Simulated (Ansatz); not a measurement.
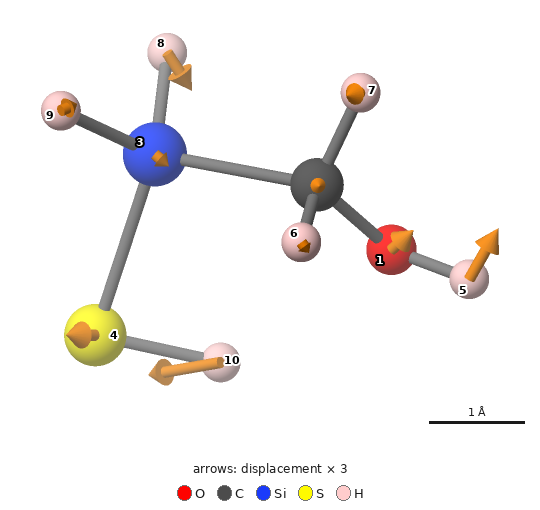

A relaxation of CH6OSSi. The starting structure is drawn; orange arrows show the displacements, magnified 3 times. The two geometries are superimposed by the best rigid fit.

Style: ball-and-stick. Shown at a tilt.

The start comes from PBE-D4/def2-SVP.

Level of theory: Ansatz, RKS PBE0-D4/def2-TZVP.

The input:
```yaml
crystal:
  periodic: [false, false, false]
  atoms:
    - {symbol: O, position_ang: [-0.644489, 0.734713, -1.209674]}
    - {symbol: C, position_ang: [-0.581414, 0.685016, 0.213604]}
    - {symbol: Si, position_ang: [0.296828, -0.953146, 0.663098]}
    - {symbol: S, position_ang: [2.090914, -0.992994, -0.534967]}
    - {symbol: H, position_ang: [-0.949251, 1.621810, -1.472727]}
    - {symbol: H, position_ang: [0.015275, 1.522495, 0.648594]}
    - {symbol: H, position_ang: [-1.592846, 0.716921, 0.690232]}
    - {symbol: H, position_ang: [-0.623767, -2.111490, 0.385152]}
    - {symbol: H, position_ang: [0.666303, -0.969783, 2.120327]}
    - {symbol: H, position_ang: [1.405448, -0.304742, -1.500740]}
basis:
  gaussian: {orbitals: def2-TZVP}
hamiltonian: {xc: pbe0, dispersion: d4}
relax: {f_tol: 0.005, max_steps: 150}
```

Atoms of which element are displaced furthest, and by how much?

Answer. Hydrogen: up to 0.35 Å, against 0.15 Å for sulfur.

Describe the change and its energy.

Answer. H10 moves most after the best rigid fit: 0.35 Å. By element the largest moves are H 0.35 Å, S 0.15 Å, O 0.12 Å, Si 0.06 Å, C 0.04 Å. Among the contacts that change: C2–Si3 1.912 → 1.886 Å, S4–H10 1.370 → 1.346 Å, Si3–S4 2.158 → 2.134 Å, Si3–H8 1.505 → 1.486 Å. Bond angles that change, for instance: C2–Si3–S4 105.5° → 109.7°, Si3–S4–H10 88.1° → 92.2°, S4–Si3–H9 109.5° → 106.5°. After 10 geometry steps the energy has fallen by 0.057 eV. Largest force component: 0.77 eV/Å at the start, 0.004 eV/Å at the end. The run took roughly 90 core-seconds on a shared host.
